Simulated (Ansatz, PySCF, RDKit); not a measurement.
CH5N (SMILES CN) and H4OSi (SMILES O[SiH3]) are pulled apart as rigid monomers along the line of their centres of mass, from the B3LYP-D3(BJ)/def2-TZVP minimum. Starting geometry (charge 0, multiplicity 1):
```csv
atom,x (Å),y (Å),z (Å)
C,0.2380,-0.3606,-0.1201
N,-0.2685,0.9711,0.2359
H,-0.4584,-1.1158,0.2446
H,1.1923,-0.5243,0.3807
H,0.3809,-0.5119,-1.1949
H,-1.1639,1.1479,-0.2046
H,0.3660,1.6961,-0.0786
O,-0.5102,1.0108,3.0120
Si,-0.0729,-0.3703,3.7671
H,-0.4435,1.0503,2.0254
H,-0.8913,-1.5376,3.3355
H,-0.2584,-0.1713,5.2213
H,1.3494,-0.7314,3.5114
```

Interaction energies with rigid monomers; basis-set methods are counterpoise corrected unless marked otherwise.

Cores are frozen in the correlated methods. Rows in 6-31G* carry no dispersion term and start afresh at each structure (6-31G* with six Cartesian d functions).

Programs: Ansatz (Gaussian basis) for Hartree–Fock, density functionals and correlated methods; PySCF for 6-31G* rows, the dispersion terms; RDKit for the force fields. Values without a source in brackets are computed.

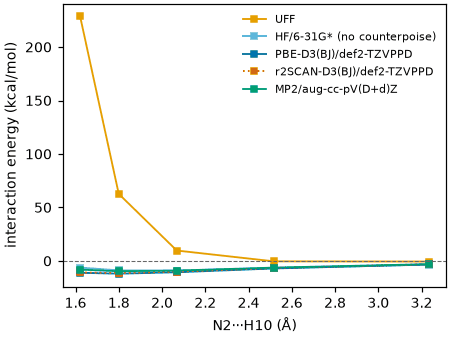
*Interaction energy against separation*

Which level binds most strongly at N2···H10 = 1.80, and by how much?

PBE-D3(BJ)/def2-TZVPPD, -11.9 kcal/mol.

Ansatz is an electronic-structure program.
